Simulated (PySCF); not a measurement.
## A study: C6H9FO2, SMILES `CC(C)/C(F)=C/C(=O)O`

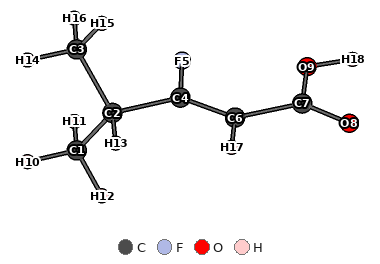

The molecule, with its atoms numbered as below. No frequency check shows the geometry to be a minimum.

Coordinates in Å:

```
C1       2.5021    0.0906   -1.2609
C2       1.7700    0.5681   -0.0035
C3       2.5014    0.1061    1.2610
C4       0.3730    0.0231   -0.0005
F5       0.3343   -1.3141    0.0067
C6      -0.7460    0.7493   -0.0041
C7      -2.1278    0.2477   -0.0011
O8      -3.0941    0.9710   -0.0025
O9      -2.2332   -1.0861    0.0029
H10      3.5165    0.4810   -1.2708
H11      2.5474   -0.9957   -1.2822
H12      1.9877    0.4351   -2.1551
H13      1.7108    1.6595   -0.0102
H14      3.5157    0.4965    1.2668
H15      1.9864    0.4615    2.1506
H16      2.5466   -0.9799    1.2956
H17     -0.6704    1.8247   -0.0095
H18     -3.1673   -1.3449    0.0044
```

### 1. Bonding charge

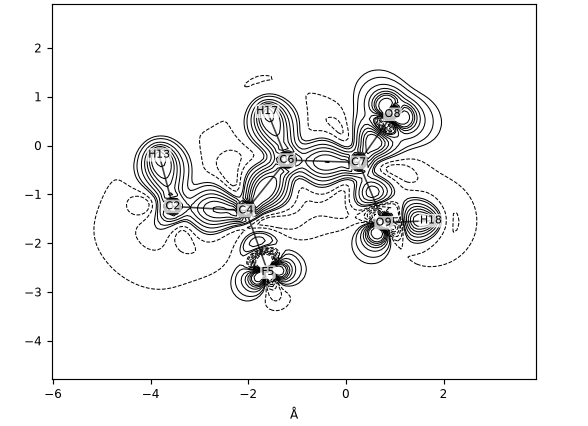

Deformation density (molecule less spherical, spin-averaged free atoms) in a plane through 10 of the atoms; contours at ±0.05 to ±0.8 e/Å³; solid lines: gain, dashed lines: loss.

Level of theory: ωB97X/6-31+G* (PySCF), at a geometry from GFN2-xTB.

Q: How much density has each bond in this plane gained at its critical point, relative to the free atoms?

A: C4–C6: +0.73 e/Å³ at the bond critical point (bond length 1.33 Å). O9–H18: +0.73 e/Å³ at the bond critical point (bond length 0.97 Å). C6–H17: +0.70 e/Å³ at the bond critical point (bond length 1.08 Å). C7–O8: +0.69 e/Å³ at the bond critical point (bond length 1.21 Å). C2–H13: +0.68 e/Å³ at the bond critical point (bond length 1.09 Å). C6–C7: +0.58 e/Å³ at the bond critical point (bond length 1.47 Å). C2–C4: +0.55 e/Å³ at the bond critical point (bond length 1.50 Å). C7–O9: +0.28 e/Å³ at the bond critical point (bond length 1.34 Å). C4–F5: 0.00 e/Å³ at the bond critical point (bond length 1.34 Å); up to 0.6 Å beside the axis the gain reaches +0.26 e/Å³. In all, 4.1 electrons gather in the regions of gain relative to the promolecule. A small or negative value marks a very polar bond, one between electron-rich atoms, whose free-atom densities already overlap strongly, a long bond to a heavier atom, or a closed-shell contact such as a hydrogen bond.

### 2. Bond critical points

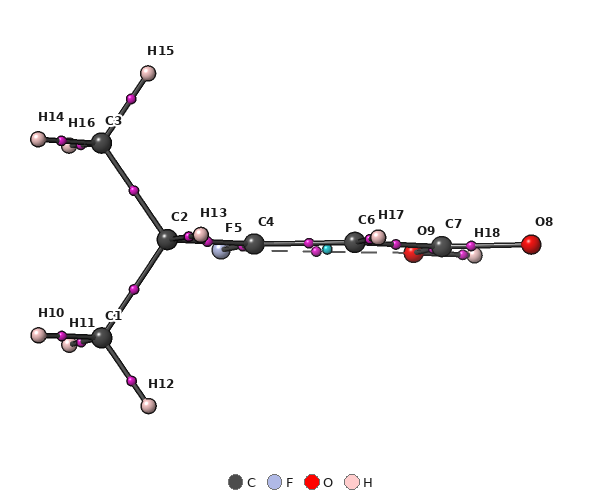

Molecular graph of the electron density (QTAIM): bond paths, bond critical points (magenta), ring points (cyan, if any); weak paths are dashed.

Q: How many critical points of each kind are there, and does the count close?

A: 18 nuclei, 18 bond, 1 ring and 0 cage critical points: 18 − 18 + 1 − 0 = 1, as the Poincaré–Hopf relation requires.

Q: Give the properties at the bond critical points.

A:
| bond | length (Å) | ρ (a.u.) | ∇²ρ (a.u.) | ε | H (a.u.) |
| --- | --- | --- | --- | --- | --- |
| C7–O8 | 1.207 | 0.418 | +0.24 | 0.11 | −0.715 |
| C4–C6 | 1.334 | 0.347 | −1.06 | 0.46 | −0.412 |
| O9–H18 | 0.969 | 0.343 | −1.86 | 0.01 | −0.521 |
| C7–O9 | 1.338 | 0.308 | −0.32 | 0.03 | −0.488 |
| C6–H17 | 1.078 | 0.280 | −1.01 | 0.03 | −0.287 |
| C6–C7 | 1.470 | 0.278 | −0.75 | 0.12 | −0.252 |
| C2–H13 | 1.093 | 0.275 | −0.93 | 0.00 | −0.272 |
| C1–H11 (2 alike) | 1.087 | 0.274 | −0.93 | 0.01 | −0.273 |
| C1–H12 (2 alike) | 1.088 | 0.274 | −0.93 | 0.01 | −0.272 |
| C3–H14 (2 alike) | 1.087 | 0.274 | −0.93 | 0.01 | −0.272 |
| C2–C4 | 1.500 | 0.267 | −0.69 | 0.05 | −0.237 |
| C4–F5 | 1.338 | 0.260 | +0.24 | 0.19 | −0.366 |
| C1–C2 (2 alike) | 1.531 | 0.243 | −0.56 | 0.01 | −0.195 |
| F5–O9 | 2.578 | 0.016 | +0.07 | 0.04 | +0.001 |

Q: What kind of interaction is C4–C6?

A: Shared-shell (covalent): ρ = 0.347, ∇²ρ = −1.06, H = −0.412 a.u. Its ellipticity of 0.46 shows that the density isn't cylindrical about the bond.

Q: Are there bond paths between atoms that aren't covalently bonded?

A: Yes: F5–O9 (2.58 Å, ρ = 0.016).

### 3. Local ionisation energy

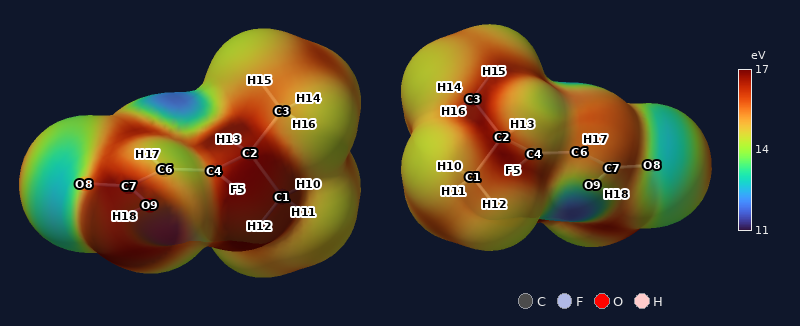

Average local ionisation energy on the surface of electron density 0.001 a.u. (back view left, front view right).

Q: Where are the most loosely bound electrons on this surface?

A: The lowest value is 11.9 eV, over C6, off the plane of its three bonds (2.1 Å), and at like points elsewhere. Further minima include 12.6 eV, about equally far (1.9 Å) from O8 and H18; 12.7 eV, 1.9 Å from O8; 14.0 eV, 1.8 Å from O9, and at like points elsewhere. For comparison, the highest occupied orbital lies at −10.2 eV.

### 4. Excited states

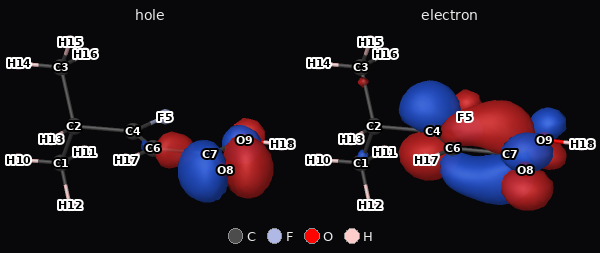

Leading natural transition orbital pair of S₁ (full linear response singlet states); the surfaces enclose about 78 % of each orbital's density.

Method: PBE0/6-31G*; geometry: GFN2-xTB; program: PySCF. Without diffuse functions Rydberg states are missing, so the states' numbers hold for this basis only.

Q: Give its energy and the atoms that hole and electron lie on.

A: 5.02 eV (247 nm), f = 0.000 (dark); the leading pair carries 100 %; hole on O8 (70 %), O9 (10 %) and C7 (9 %), electron on C7 (25 %), C4 (22 %) and O8 (20 %); their centroids lie 1.6 Å apart. In canonical orbitals it is mainly HOMO−1 → LUMO (97 %). The HOMO–LUMO gap is 6.78 eV.

### 5. Removing or adding an electron

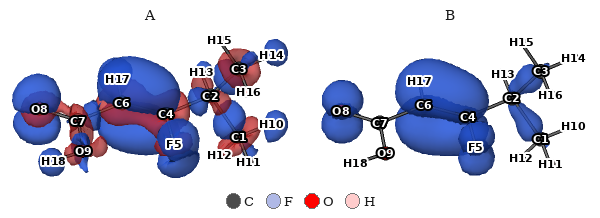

The Fukui function f⁻ from two separate SCF calculations and the density of the HOMO, at ±0.02 e/Å³ (blue positive, red negative).

Computed with PySCF, PBE0/6-31+G*, geometry: GFN2-xTB.

Q: Which panel is which, and how good is the frozen-orbital picture?

A: A is f⁻ (it has negative regions), B the HOMO density. The HOMO lies on C6 (37 %), C4 (24 %) and O8 (12 %); f⁻ (Hirshfeld-condensed) is largest on C6 (0.20), O8 (0.15) and C4 (0.14); the vertical ionisation energy is 9.80 eV (the stability of the cation's solution wasn't checked). Relaxation shifts 29 % of the electron between atoms. The orbital energy is −7.84 eV.

### 6. Localised orbitals

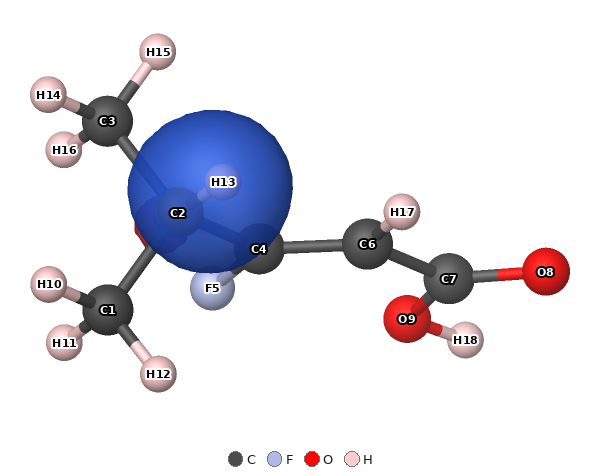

Foster–Boys orbitals, occupied; each surface holds about 80 % of the orbital's density. Energies are diagonal elements of the Fock matrix.

PySCF calculation, CAM-B3LYP/def2-SVP, gas phase; geometry: GFN2-xTB.

Q: What does this orbital represent?

A: σ bond C2–H13 (C2 54 %, H13 44 %; −15.5 eV).
